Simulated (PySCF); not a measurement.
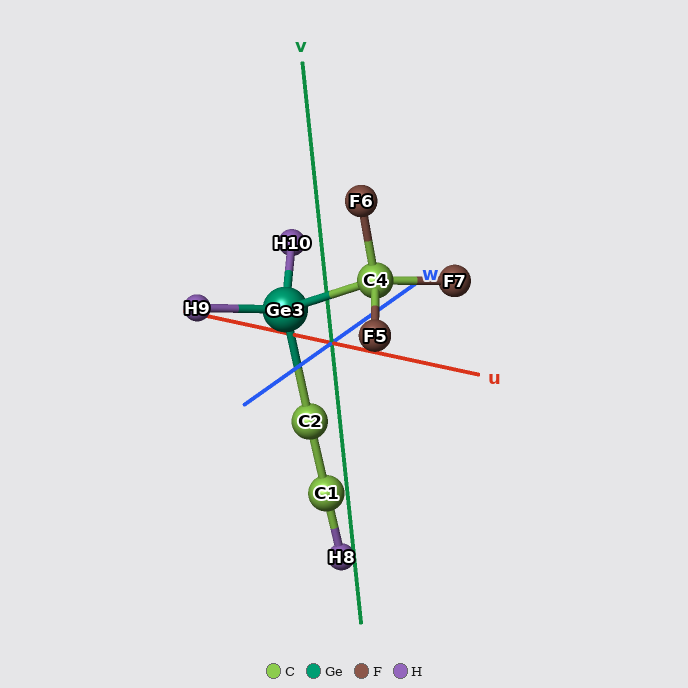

The lines u, v and w are the principal axes of the static dipole polarisability. The computed structure is the end point of a PBE0-D3(BJ)/def2-SVP optimisation. No frequency run is at hand to confirm it as a minimum. Method: CAM-B3LYP/def2-SVPD (PySCF 2.14.0).

### Along which axis is the molecule most polarisable, and along which least?

Most along v (nearly parallel to the C4–F6 bond), least along w.

### Give the three principal values.

u 59.4, v 83.5, w 55.1 bohr³; mean 66.0, anisotropy 26.5 bohr³.
